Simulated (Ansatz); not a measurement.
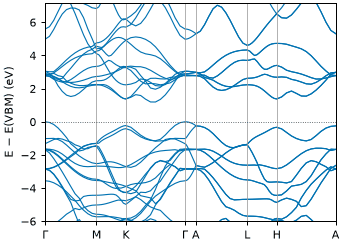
Figure: Band structure from DFT-r²SCAN+D4 in the program Ansatz with PAW potentials

### Question
Read off the gap and where the band edges lie.

### Answer
About 1.2 eV (1.17 eV by a search for the band edges); maximum at Γ, minimum on the K–Γ line, 46 % of the way from K.

The material is WSe$_{2}$ in space group P6_3/mmc (No. 194; W on 2c, Se on 4f).

Symmetry was held in the r²SCAN+D4 relaxation; of distortions, only those at the zone centre were tested. The run is not spin-polarised. Spin–orbit coupling is left out wherever it is not named.

Potentials: the later of the program's two PAW sets.
